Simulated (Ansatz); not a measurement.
# A substitution series on Ge: H to SiH3

On one Ge centre, n of the H ligands are replaced by SiH3. The HOMO–LUMO gap y in eV at wB97X-V/def2-TZVPP. Shapes, held fixed at every level: PBE0-D4/def2-TZVP. Programs: Ansatz 0.2.0.

```
   molecule  n  y (eV)
       GeH4  0   15.18
 SiH3(GeH3)  1       ?
GeH2(SiH3)2  2   11.98
  Ge(SiH3)4  4   11.69
```

Q: Fit y = c + s·n to the known rows and predict SiH3(GeH3).

A: 
1. Means of the 3 rows: n = 2.00000, y = 12.950.
2. Σ(Δn)² = 8, Σ(Δn·Δy) = -6.98, so the slope is -6.98/8 = -0.8725.
3. Intercept: 12.950 − (-0.8725) × 2.00000 = 14.695. The largest residual of the fit is 0.97.
4. SiH3(GeH3): 14.695 + (-0.8725) × 1 = 13.82 eV.

The run gave 12.84 eV, so the prediction is off by +0.98 eV, about the scatter of the fit. The step per swap changes from -2.34 to -0.15 eV along the series, so a line misses the bend. Other levels give for SiH3(GeH3): SPW92/def2-TZVPP 6.59; r2SCAN-D4/def2-TZVPP 7.41; wB97M-V/def2-TZVPP 12.28 eV. Orbital gaps aren't excitation energies, and the LUMO depends on the basis. Relativity is left out for Ge unless named.

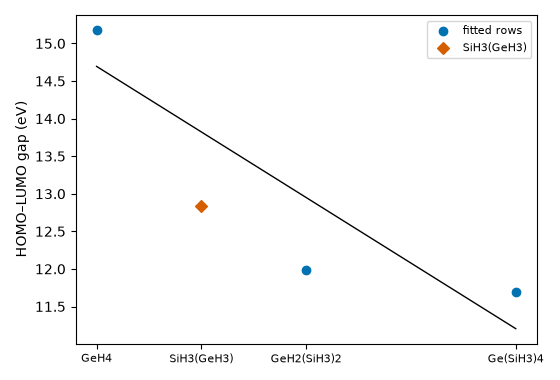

The fitted line, with the withheld member.
